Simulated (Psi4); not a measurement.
# doublet [BSiN2H5]+ at 5 levels

We compute a comparison of 5 runs (U-r2SCAN/cc-pVDZ, U-revPBE/cc-pVDZ, UBLYP/cc-pVDZ, UPBE/cc-pVDZ, USVWN5/cc-pVDZ) of doublet [BSiN2H5]+. 

The calculation is run with Psi4 1.11.

1 further run of the same task is left out (set aside as unsound or not needed). Runs told in other sessions of the task aren't counted.

**1. The molecule**

[BSiN2H5]+ has 9 atoms, charge +1, and is taken as a doublet. As SMILES of the parent species, `N[SiH]1BN1`. The coordinates come from a PBE0-D4/def2-TZVP relaxation. This is one conformer, not always the lowest. That shape belongs to the parent species and isn't relaxed for this state.

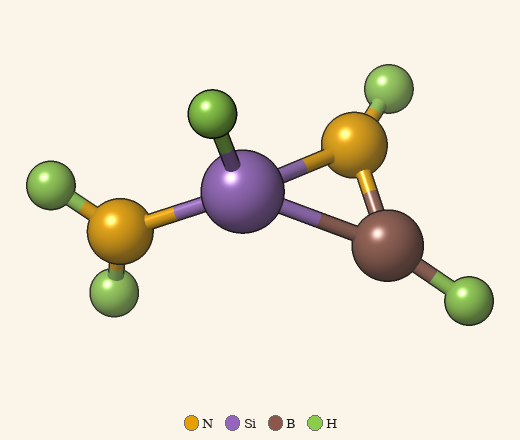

The structure, seen from a chosen angle (nitrogen amber, silicon purple, boron brown, hydrogen green).

**2. The energy at U-r2SCAN/cc-pVDZ (run 1)**

Input file job.py:

```python
import psi4

psi4.set_memory(2200000000)
psi4.set_num_threads(1)
psi4.set_output_file('bh5n2si.out', False)

molecule = psi4.geometry("""
1 2
N     -0.637800     1.588100     0.218200
Si     0.258900     0.175500     0.530500
B     -0.233900    -1.625800     0.110200
N      0.650500    -0.971600    -0.738400
H     -0.221300     2.503300     0.212900
H     -1.561800     1.577300    -0.177300
H      1.441200     0.620900     1.305200
H     -0.741300    -2.702400     0.114400
H      1.134000    -1.211600    -1.592900
units angstrom
symmetry c1
""")

options = {'reference': 'uks', 'puream': True, 'e_convergence': 1e-09, 'd_convergence': 1e-08, 'scf_type': 'pk', 'dft_radial_points': 99, 'dft_spherical_points': 590, 'maxiter': 100}
psi4.set_options(options)

result, w = psi4.energy("r2scan/cc-pVDZ", return_wfn=True)
psi4.oeprop(w, "DIPOLE", "WIBERG_LOWDIN_INDICES", "QUADRUPOLE")
print('E =', round(result, 9))
```

The run is started by

```console
python job.py
```

bh5n2si.out:

```text
[...]
  Running in c1 symmetry.
[...]
  Nuclear repulsion =  149.962674332369971
[...]
  Multiplicity = 2
[...]
  Nalpha       = 19
  Nbeta        = 18
[...]
    Number of basis functions: 85
[...]
   @UKS iter   1:  -426.08064773422143    2.68242e-01   1.09390e-02 ADIIS/DIIS
[...]
   @UKS iter  17:  -426.45971356831581   -4.66116e-12   8.57801e-09 DIIS
[...]
   @S^2 Observed:                7.582141870E-01
[...]
    Orbital Energies [Eh]
    ---------------------
    Alpha Occupied:
       1A    -66.107524     2A    -14.415062     3A    -14.412771
       4A     -6.888500     5A     -5.471344     6A     -3.814681
       7A     -3.814313     8A     -3.811295     9A     -1.081764
      10A     -1.059357    11A     -0.792260    12A     -0.702519
      13A     -0.692974    14A     -0.635190    15A     -0.583167
      16A     -0.550294    17A     -0.507687    18A     -0.502307
      19A     -0.474638
    Alpha Virtual:
      20A     -0.254699    21A     -0.204347    22A     -0.152669
      23A     -0.129173    24A     -0.097813    25A     -0.076792
[...]
  @UKS Final Energy:  -426.45971356831581
   => Energetics <=
    Nuclear Repulsion Energy =            149.9626743323699714
    One-Electron Energy =                -874.8431370400920741
    Two-Electron Energy =                 338.7618901714715776
    DFT Exchange-Correlation Energy =     -40.3411410320652735
    Empirical Dispersion Energy =           0.0000000000000000
    VV10 Nonlocal Energy =                  0.0000000000000000
    Total Energy =                       -426.4597135683158058
  UHF NO Occupations:
  HONO-2 :   17  A 1.9996126
  HONO-1 :   18  A 1.9969250
[...]
```

The script printed:

```text
E = -426.459713568
```

It took 78 s on 1 thread of Intel Xeon Platinum 8488C (Sapphire Rapids), shared host; peak memory 1.3 GiB.

**3. Energy and forces at U-revPBE/cc-pVDZ (run 2)**

Input file bh5n2si.inp:

```
memory 2200 mb

molecule mol {
  1 2
  N     -0.637800     1.588100     0.218200
  Si     0.258900     0.175500     0.530500
  B     -0.233900    -1.625800     0.110200
  N      0.650500    -0.971600    -0.738400
  H     -0.221300     2.503300     0.212900
  H     -1.561800     1.577300    -0.177300
  H      1.441200     0.620900     1.305200
  H     -0.741300    -2.702400     0.114400
  H      1.134000    -1.211600    -1.592900
  symmetry c1
  no_reorient
  no_com
}

set {
  reference            uks
  puream               true
  e_convergence        1e-09
  d_convergence        1e-08
  scf_type             pk
  dft_radial_points    99
  dft_spherical_points 590
  maxiter              100
}

e_tot, wfn = gradient('revpbe/cc-pVDZ', return_wfn=True)
```

The run is started by

```console
psi4 -i bh5n2si.inp -o bh5n2si.out -n 1
```

bh5n2si.out:

```text
[...]
  Running in c1 symmetry.
[...]
  Nuclear repulsion =  149.962674332369971
[...]
  Multiplicity = 2
[...]
  Nalpha       = 19
  Nbeta        = 18
[...]
    Number of basis functions: 85
[...]
   @UKS iter   1:  -426.02432530613441    3.61669e-01   1.17229e-02 DIIS/ADIIS
[...]
   @UKS iter  16:  -426.46654687581679    0.00000e+00   5.65083e-09 DIIS
[...]
   @S^2 Observed:                7.535987426E-01
[...]
  @UKS Final Energy:  -426.46654687581679
   => Energetics <=
    Nuclear Repulsion Energy =            149.9626743323699714
    One-Electron Energy =                -874.8693748223540751
    Two-Electron Energy =                 338.7765973371285781
    DFT Exchange-Correlation Energy =     -40.3364437229612349
    Empirical Dispersion Energy =           0.0000000000000000
    VV10 Nonlocal Energy =                  0.0000000000000000
    Total Energy =                       -426.4665468758167890
  UHF NO Occupations:
  HONO-2 :   17  A 1.9998285
  HONO-1 :   18  A 1.9987327
[...]
  -Total Gradient:
     Atom            X                  Y                   Z
    ------   -----------------  -----------------  -----------------
       1        0.006830981152     0.009727731184     0.008480171441
       2       -0.036601892019    -0.048210946044    -0.023419631747
       3       -0.011589588660     0.034098054587     0.042746772712
       4        0.031992047663     0.025054049037    -0.026860532355
       5       -0.005991044219    -0.020548916093    -0.010817469408
       6        0.018329237761    -0.002215441937     0.011666625516
       7       -0.002388258817     0.002061394145    -0.005652117037
       8        0.008097445974     0.003948398333    -0.012159159367
       9       -0.008669684789    -0.003915592656     0.016021604542
[...]
```

Run time: 45 s. Hardware: 1 thread of Intel Xeon Platinum 8488C (Sapphire Rapids), shared host; peak memory 1.5 GiB.

Runs 3 to 4 aren't shown in full; the table further down has their settings and results.

**4. The energy at USVWN5/cc-pVDZ (run 5)**

Input file input.inp:

```
memory 2200 mb

molecule {
  1 2
  N     -0.637800     1.588100     0.218200
  Si     0.258900     0.175500     0.530500
  B     -0.233900    -1.625800     0.110200
  N      0.650500    -0.971600    -0.738400
  H     -0.221300     2.503300     0.212900
  H     -1.561800     1.577300    -0.177300
  H      1.441200     0.620900     1.305200
  H     -0.741300    -2.702400     0.114400
  H      1.134000    -1.211600    -1.592900
  symmetry c1
  no_reorient
  no_com
}

set globals {
  basis                cc-pVDZ
  reference            uks
  puream               true
  e_convergence        1e-09
  d_convergence        1e-08
  scf_type             pk
  dft_radial_points    99
  dft_spherical_points 590
  maxiter              100
}

e, wfn = energy("scf", dft_functional={"name": "SVWN5", "x_functionals": {"LDA_X": {}}, "c_functionals": {"LDA_C_VWN": {}}}, return_wfn=True)
```

The run is started by

```console
psi4 input.inp input.out -n 1
```

input.out:

```text
[...]
  Running in c1 symmetry.
[...]
  Nuclear repulsion =  149.962674332369971
[...]
  Multiplicity = 2
[...]
  Nalpha       = 19
  Nbeta        = 18
[...]
    Number of basis functions: 85
[...]
   @UKS iter   1:  -423.71601636503800    4.69184e-01   1.23330e-02 ADIIS/DIIS
[...]
   @UKS iter  16:  -424.20460263444846   -4.54747e-13   2.72351e-09 DIIS
[...]
   @S^2 Observed:                7.518488042E-01
[...]
  @UKS Final Energy:  -424.20460263444846
   => Energetics <=
    Nuclear Repulsion Energy =            149.9626743323699714
    One-Electron Energy =                -874.8597368680862019
    Two-Electron Energy =                 338.7165948533337314
    DFT Exchange-Correlation Energy =     -38.0241349520659284
    Empirical Dispersion Energy =           0.0000000000000000
    VV10 Nonlocal Energy =                  0.0000000000000000
    Total Energy =                       -424.2046026344484630
  UHF NO Occupations:
  HONO-2 :   17  A 1.9999131
  HONO-1 :   18  A 1.9994051
[...]
 Multipole Moments:
 ------------------------------------------------------------------------------------
     Multipole            Electronic (a.u.)      Nuclear  (a.u.)        Total (a.u.)
 ------------------------------------------------------------------------------------
 L = 1.  Multiply by 2.5417464519 to convert [e a0] to [Debye]
 Dipole X            :         -4.9761869            4.9034614           -0.0727256
 Dipole Y            :          1.3579688           -1.0752542            0.2827146
 Dipole Z            :         -8.1911903            7.9347710           -0.2564193
 Magnitude           :                                                    0.3885452
[...]
```

Run time: 23 s. Hardware: 1 thread of Intel Xeon Platinum 8488C (Sapphire Rapids), shared host; peak memory 0.7 GiB.

**5. Overview of the runs**

```tsv
run	level	task	energy (Eh)	HOMO energy (eV)	LUMO energy (eV)	⟨S²⟩	wall time
1	U-r2SCAN/cc-pVDZ	energy	-426.459714	-12.79	-11.46	0.758	78 s
2	U-revPBE/cc-pVDZ	gradient	-426.466547	-12.48	-11.49	0.754	45 s
3	UBLYP/cc-pVDZ	energy	-426.507986	-12.33	-11.41	0.753	29 s
4	UPBE/cc-pVDZ	gradient	-426.238499	-12.49	-11.54	0.753	42 s
5	USVWN5/cc-pVDZ	energy	-424.204603	-12.48	-11.74	0.752	23 s
```

**6. Summary of results**

| quantity | value |
| --- | --- |
| run 5: total energy | -424.20460 Eh |
| run 5: HOMO energy (highest over α and β) | -12.48 eV |
| run 5: LUMO energy (lowest over α and β) | -11.74 eV |
| run 5: ⟨S²⟩ | 0.752 |

In words: Totals of different functionals can't be ranked against each other. All runs together took 3.6 min, the longest 78 s.
